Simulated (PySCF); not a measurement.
The calculation's input:

```
{"job": {"kind": "nmr", "xc": "PBE0", "basis": "pcSseg-1"}, "charge": 0, "multiplicity": 1}
Si    -1.540847    -2.215048    -0.610097
O     -1.201806    -1.460980     0.829299
Si    -0.644128    -0.101339     1.565637
O     -1.496183     1.201017     1.037152
Si    -2.123732     2.006822    -0.269969
O      0.950404     0.098986     1.206057
Si     2.043777     0.006394    -0.042126
P      4.106117    -0.035052     0.866871
H     -0.832358    -3.525399    -0.656397
H     -1.083239    -1.364729    -1.752935
H     -3.011180    -2.434107    -0.721937
H     -0.799056    -0.224254     3.022710
H     -2.914951     1.062759    -1.117460
H     -3.010095     3.096240     0.224141
H     -1.021665     2.587058    -1.094226
H      1.849636    -1.267548    -0.803339
H      1.825498     1.153695    -0.974956
H      4.727258     0.043399    -0.420099
H      4.145408     1.379045     1.069972
```

Command:

```sh
OMP_NUM_THREADS=1 python probes_run.py task.json out
```

Geometry: PBE0-D3(BJ)/def2-SVP.

Level of theory: PySCF 2.14.0, PBE0/pcSseg-1, SCF density, gas phase, non-relativistic.

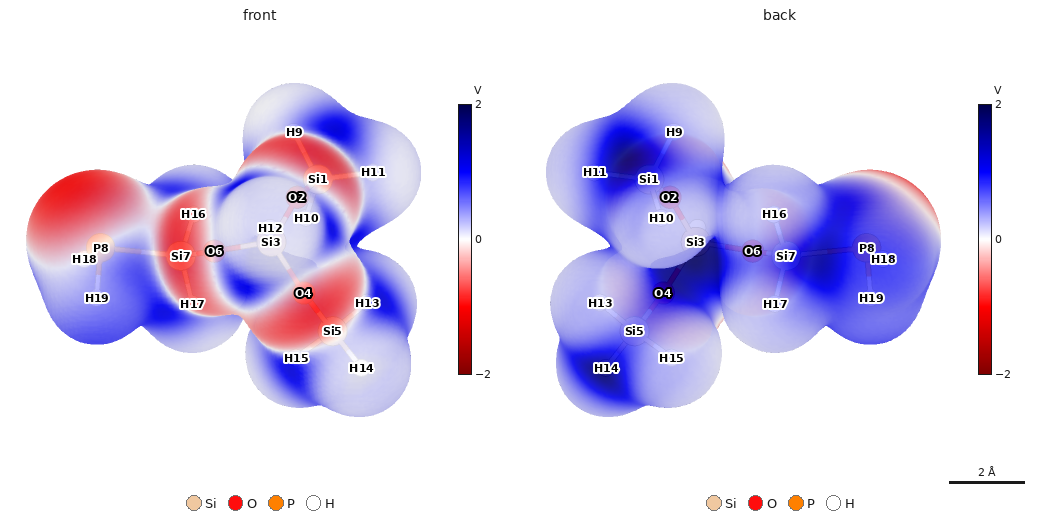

H11O3PSi4. The molecular electrostatic potential painted on the density surface at 0.002 e/bohr³, seen from the front and from behind; the colour scale runs from red (negative) to blue (positive).

Question: Where is the surface potential most negative and most positive?

Answer: The most negative region (about −0.9 V, or −21 kcal/mol for a unit charge) lies over P8, the most positive (about +1.7 V, or +39 kcal/mol for a unit charge) over Si1, Si3, Si5 and Si7.
